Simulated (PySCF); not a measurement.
# WO2OH: doublet, from a T-shaped (ligand arrangement 1) start

The task is one start of a wider search on WO2OH: the doublet, from a T-shaped (ligand arrangement 1) start. It is relaxed, tested by its Hessian and followed downhill if it is a saddle.

The runs use PySCF 2.14.0; PBE0, basis W def2-TZVP with ECP60, O def2-TZVP, H def2-TZVP, scalar-relativistic core potentials, no spin–orbit coupling, density fitting.

### 1 Where the work starts

5 atoms, charge 0, spin multiplicity 2.

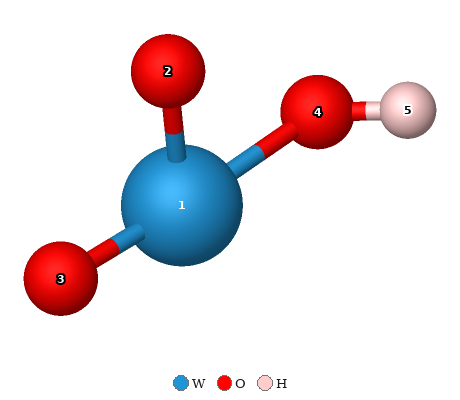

As it starts; tungsten blue, oxygen red, hydrogen pink; atoms are numbered from 1 in the order of the file.

```xyz
5
charge 0 multiplicity 2
W     0.0000    0.0000    0.0000
O     0.0000    0.0000    1.7700
O     1.7689    0.0000    0.0618
O    -1.9988    0.0000    0.0698
H    -2.6155    0.7354    0.0913
```

### 2 Finding the electronic state

One driver script runs all steps and calls PySCF; scf.py shows how it sets up the SCF of each step. The optimiser is the driver's own. After this first run the driver tries any further starts and a stability analysis.

scf.py reads:

```python
from pyscf import gto, scf, dft
mol = gto.M(atom='''
W      0.000000     0.000000     0.000000
O      0.000000     0.000000     1.770000
O      1.768900     0.000000     0.061800
O     -1.998800     0.000000     0.069800
H     -2.615500     0.735400     0.091300''',
    basis={'W': 'def2-TZVP', 'O': 'def2-TZVP', 'H': 'def2-TZVP'},
    ecp={'W': 'def2-TZVP'},
    charge=0, spin=1)
mf = dft.UKS(mol, xc='PBE0')
mf.grids.atom_grid = (50, 194)
aux = {'W': 'def2-universal-JKFIT', 'O': 'def2-universal-JKFIT', 'H': 'def2-universal-JKFIT'}
mf = mf.density_fit(auxbasis=aux)
mf.conv_tol = 1e-08
mf.diis_space = 10
mf.max_cycle = 60
mf.init_guess = 'minao'
mf.verbose = 4
mf.kernel()
```

Run with:

```bash
$ OMP_NUM_THREADS=4 python axn.py task.json out
```

Standard output:

```text
init E= -273.186456549298
[... the frontier-level lines of each cycle are left out ...]
cycle= 1 E= -292.277210659303  delta_E= -19.1  |g|=  1.5  |ddm|= 6.01
cycle= 2 E= -277.713646784472  delta_E= 14.6  |g|= 5.12  |ddm|= 4.34
cycle= 3 E= -292.926392021142  delta_E= -15.2  |g|= 0.866  |ddm|= 3.93
cycle= 4 E= -292.96163822412  delta_E= -0.0352  |g|= 0.869  |ddm|= 0.85
cycle= 5 E= -293.227735265559  delta_E= -0.266  |g|= 0.148  |ddm|= 0.35
cycle= 6 E= -293.221757624241  delta_E= 0.00598  |g|= 0.198  |ddm|= 0.129
cycle= 7 E= -293.236440104004  delta_E= -0.0147  |g|= 0.0496  |ddm|= 0.0899
cycle= 8 E= -293.237386909793  delta_E= -0.000947  |g|= 0.0118  |ddm|= 0.0223
cycle= 9 E= -293.237513300156  delta_E= -0.000126  |g|= 0.00447  |ddm|= 0.0123
cycle= 10 E= -293.237575583329  delta_E= -6.23e-05  |g|= 0.00257  |ddm|= 0.0108
cycle= 11 E= -293.237624431406  delta_E= -4.88e-05  |g|= 0.00173  |ddm|= 0.0152
cycle= 12 E= -293.237635494542  delta_E= -1.11e-05  |g|= 0.000725  |ddm|= 0.00925
cycle= 13 E= -293.237635985423  delta_E= -4.91e-07  |g|= 0.000191  |ddm|= 0.00139
cycle= 14 E= -293.237636074667  delta_E= -8.92e-08  |g|= 0.0001  |ddm|= 0.000487
cycle= 15 E= -293.237636101368  delta_E= -2.67e-08  |g|= 5.35e-05  |ddm|= 0.000264
cycle= 16 E= -293.237636109392  delta_E= -8.02e-09  |g|= 2.76e-05  |ddm|= 0.000146
Extra cycle  E= -293.237636110099  delta_E= -7.07e-10  |g|= 5.37e-05  |ddm|= 6.23e-05
converged SCF energy = -293.237636110099  <S^2> = 0.79191822  2S+1 = 2.0414879
```

This step, with its further starts and checks, ran for 18 s (4 threads of Arm Neoverse V2, shared host).

The starts that the driver tried:

| start | energy (Eh) |
| --- | --- |
| the minimal-basis guess | -293.237636 |
| a thermally smeared density | -293.237636 |
| a smeared PBE density | -293.237636 |

No lower solution of this spin turned up from the other starts or in the test of internal stability.

### 3 T-shaped (ligand arrangement 1) start, doublet: relaxation

The program finds C1 symmetry in the start.

Changes to scf.py since step 2:

```diff
@@ -3,5 +3,5 @@
-W      0.000000     0.000000     0.000000
-O      0.000000     0.000000     1.770000
-O      1.768900     0.000000     0.061800
-O     -1.998800     0.000000     0.069800
-H     -2.615500     0.735400     0.091300''',
+W      0.027102    -0.003182    -0.130967
+O      0.027102    -0.003182     1.639033
+O      1.796002    -0.003182    -0.069167
+O     -1.971698    -0.003182    -0.061167
+H     -2.588398     0.732218    -0.039667''',
@@ -18 +17,0 @@
-mf.init_guess = 'minao'
```

Energy and gradient, step by step:

| step | energy (Eh) | change (kJ/mol) | largest gradient (Eh/bohr) |
| --- | --- | --- | --- |
| 0 | -293.237636 | 0.00 | 0.14833 |
| 1 | -293.278346 | -106.88 | 0.02977 |
| 2 | -293.302129 | -169.33 | 0.04764 |
| 3 | -293.319436 | -214.76 | 0.03333 |
| 4 | -293.327411 | -235.70 | 0.03042 |
| 5 | -293.328365 | -238.21 | 0.04914 |
| 6 | -293.331098 | -245.38 | 0.01650 |
| 7 | -293.331474 | -246.37 | 0.01240 |
| 8 | -293.331981 | -247.70 | 0.00197 |
| 9 | -293.332043 | -247.86 | 0.00213 |
| 10 | -293.332091 | -247.99 | 0.00207 |
| 11 | -293.332112 | -248.05 | 0.00109 |
| 12 | -293.332125 | -248.08 | 0.00077 |
| 13 | -293.332135 | -248.11 | 0.00082 |
| 14 | -293.332143 | -248.13 | 0.00093 |
| 15 | -293.332154 | -248.16 | 0.00076 |
| 16 | -293.332168 | -248.19 | 0.00056 |
| 17 | -293.332178 | -248.22 | 0.00044 |
| 18 | -293.332181 | -248.23 | 0.00020 |
| 19 | -293.332181 | -248.23 | 0.00030 |
| 20 | -293.332181 | -248.23 | 0.00007 |

The walk took 62 s.

Geometry (Å) and forces (eV/Å) at some steps:

```
step 0
W    0.027  -0.003  -0.131   1.799  -0.667   7.627
O    0.027  -0.003   1.639  -0.644  -0.017  -3.576
O    1.796  -0.003  -0.069  -2.224   0.266  -2.470
O   -1.972  -0.003  -0.061   1.308   0.730  -1.594
H   -2.588   0.732  -0.040  -0.239  -0.311   0.013
step 1
W    0.042  -0.031   0.012  -0.613  -0.696   1.531
O   -0.002  -0.004   1.674   0.075  -0.010   1.331
O    1.760   0.012  -0.177  -0.292   0.294  -1.519
O   -1.931   0.017  -0.133   0.887   0.872  -1.233
H   -2.578   0.724  -0.039  -0.057  -0.460  -0.110
step 10
W   -0.058  -0.234   0.383   0.019   0.015  -0.058
O    0.175  -0.023   2.058  -0.029   0.014   0.007
O    1.361   0.131  -0.490  -0.013  -0.023   0.014
O   -1.691   0.199  -0.441  -0.083   0.081   0.052
H   -2.497   0.647  -0.173   0.106  -0.086  -0.014
step 20
W   -0.057  -0.219   0.371   0.001   0.000   0.000
O    0.151  -0.014   2.050  -0.001   0.003   0.003
O    1.379   0.109  -0.489   0.000  -0.002  -0.003
O   -1.683   0.233  -0.462  -0.004   0.000   0.002
H   -2.500   0.611  -0.132   0.003  -0.002  -0.002
```

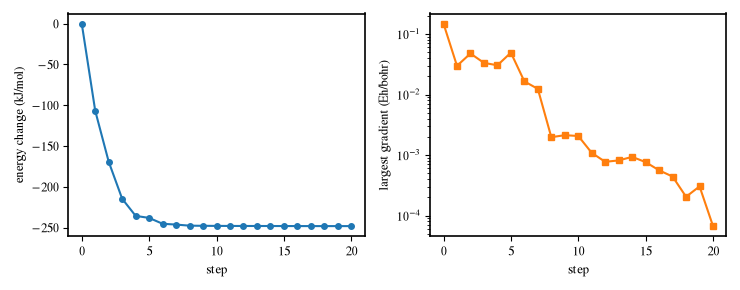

How energy and gradient fall.

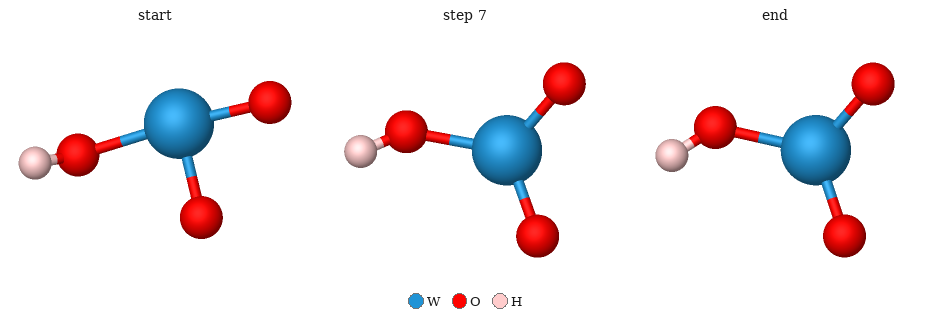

Start and end of the relaxation, with a step between.

After 20 steps and 248.2 kJ/mol it ends at C1: O–H 0.959 Å, W–O 1.705 Å (×2), W–O 1.881 Å; H–O–W 132.7°, O–W–O 111.7°, O–W–O 117.3°, O–W–O 120.8°.

### 4 Frequencies

The point is checked on the finer grid, and tightened if its gradient asks for it. The Hessian and the dipole derivatives come from central differences of analytic gradients, with steps of 0.02 bohr.

Changes to scf.py since step 3:

```diff
@@ -3,5 +3,5 @@
-W      0.027102    -0.003182    -0.130967
-O      0.027102    -0.003182     1.639033
-O      1.796002    -0.003182    -0.069167
-O     -1.971698    -0.003182    -0.061167
-H     -2.588398     0.732218    -0.039667''',
+W      0.009393    -0.072732     0.002741
+O      0.216419     0.134352     1.682410
+O      1.445650     0.257094    -0.856436
+O     -1.615676     0.379858    -0.829155
+H     -2.432145     0.759443    -0.499650''',
@@ -12 +12 @@
-mf.grids.atom_grid = (50, 194)
+mf.grids.atom_grid = (75, 302)
@@ -15 +15 @@
-mf.conv_tol = 1e-08
+mf.conv_tol = 1e-10
```

The driver hands on the density of the step before, so the log starts near convergence.

SCF at the final geometry:

```text
init E= -293.332172035119
[... the frontier-level lines of each cycle are left out ...]
cycle= 1 E= -293.332172032959  delta_E= 2.16e-09  |g|= 7.98e-05  |ddm|= 4.99e-05
cycle= 2 E= -293.332172012692  delta_E= 2.03e-08  |g|= 0.000244  |ddm|= 0.000153
cycle= 3 E= -293.332172035388  delta_E= -2.27e-08  |g|= 2.83e-06  |ddm|= 0.000115
cycle= 4 E= -293.332172035387  delta_E= 8.53e-13  |g|= 5.04e-07  |ddm|= 1.59e-06
Extra cycle  E= -293.332172035387  delta_E= 4.55e-13  |g|= 1.1e-06  |ddm|= 1.23e-06
converged SCF energy = -293.332172035387  <S^2> = 0.7584091  2S+1 = 2.0083915
```

The whole step took 2.2 min.

Geometry: C1; O–H 0.959 Å, W–O 1.705 Å (×2), W–O 1.881 Å; H–O–W 132.8°, O–W–O 111.7°, O–W–O 117.3°, O–W–O 120.8°.

Modes, for the most abundant isotopes:

```tsv
symmetry	ω (cm⁻¹)	IR (km/mol)
a	119	6.5
a	213	6.6
a	306	38.4
a	371	88.6
a	553	158
a	742	82.9
a	1002	226
a	1052	66.7
a	3919	244
```

No imaginary mode, so this is a minimum.

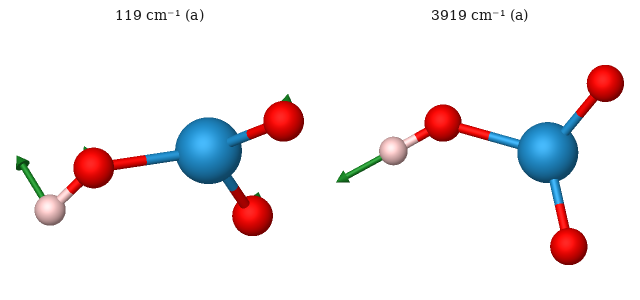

How the atoms move in 2 of the modes.

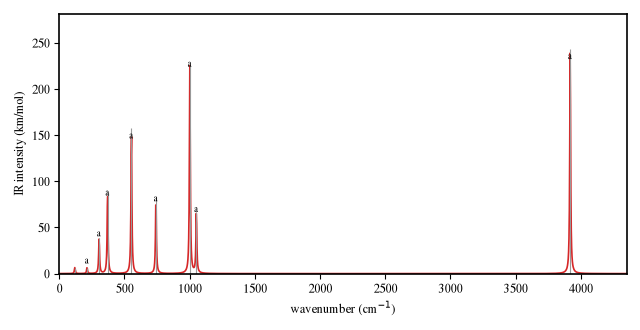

The harmonic infrared spectrum (widths in cm⁻¹). Lines are broadened to a width of 8 cm⁻¹ (Lorentzian).

Properties at this point:

| Quantity | Value |
| --- | --- |
| Dipole moment | 3.94 D |
| Highest occupied level | -7.45 eV |
| Lowest empty level | -3.51 eV |
| Rotational constants | 0.2457, 0.1848, 0.1117 cm⁻¹ |
| Zero-point energy | 49.5 kJ/mol |
| Principal polarisabilities | 39.7, 46.5, 48.7 bohr³ |
| Atomisation energy without zero-point energy | 2272 kJ/mol |
| Principal traceless quadrupole moments about the centre of mass | -9.30, 0.36, 8.94 D Å |
| Entropy at 298.15 K and 1 bar (electronic part: spin only) | 324.1 J/(mol K) |
| Heat capacity Cp at 298.15 K | 73.1 J/(mol K) |
| Enthalpy at 298.15 K above 0 K | 16.07 kJ/mol |
| Rotational symmetry number | 1 |
| Spin squared ⟨S²⟩ | 0.758 |

Populations by atom (charges in e):

| atom | Mulliken | Löwdin | polar tensor | spin (Mulliken) | Mayer order to W1 |
| --- | --- | --- | --- | --- | --- |
| W1 | 1.28 | 0.76 | 1.85 | 1.13 | – |
| O2 | -0.49 | -0.31 | -0.70 | -0.05 | 2.09 |
| O3 | -0.49 | -0.31 | -0.71 | -0.06 | 2.08 |
| O4 | -0.66 | -0.31 | -0.81 | -0.02 | 1.06 |
| H5 | 0.36 | 0.18 | 0.36 | 0.00 | 0.02 |

Outer orbital energies (eV). α occupied: -11.85, -11.66, -11.27, -10.74, -10.06, -9.79, -8.98, -7.45; empty: -2.54, -1.77, -0.31, 0.25. β occupied: -12.35, -11.78, -11.57, -11.21, -10.64, -10.10, -9.74, -9.05; empty: -3.51, -2.03, -1.35, -0.05.

Mulliken populations on W1 (outside its core potential): s 2.57, p 6.36, d 3.64, f 0.15.

### 5 Outcome

| quantity | value |
| --- | --- |
| minimum | doublet, C1 |
| geometry | O–H 0.959 Å, W–O 1.705 Å (×2), W–O 1.881 Å; H–O–W 132.8°, O–W–O 111.7°, O–W–O 117.3°, O–W–O 120.8° |
| wavenumbers (cm⁻¹) | 119 (a), 213 (a), 306 (a), 371 (a), 553 (a), 742 (a), 1002 (a), 1052 (a), 3919 (a) |
| dipole moment | 3.94 D |
| highest occupied, lowest empty level (either spin) | -7.45, -3.51 eV |
| polar-tensor charge of W1 | +1.85 e |
| zero-point energy | 49.5 kJ/mol |
| entropy at 298.15 K | 324.1 J/(mol K) |
| atomisation energy (no zero-point energy) | 2272 kJ/mol |
| ⟨S²⟩ | 0.758 |

In words: The T-shaped (ligand arrangement 1) start ends in a minimum without symmetry. In the infrared the band at 3919 cm⁻¹ (a) leads. Most of the spin sits on W1 (Mulliken spin 1.13, against 1 for the whole molecule). Only this shape and spin were tried, so other structures or states may lie lower. Open d and f shells are described by one determinant, and the ground state may have another occupation or spin. With an element this heavy the missing spin–orbit coupling can shift these numbers.

The search up to here took 3.6 min.
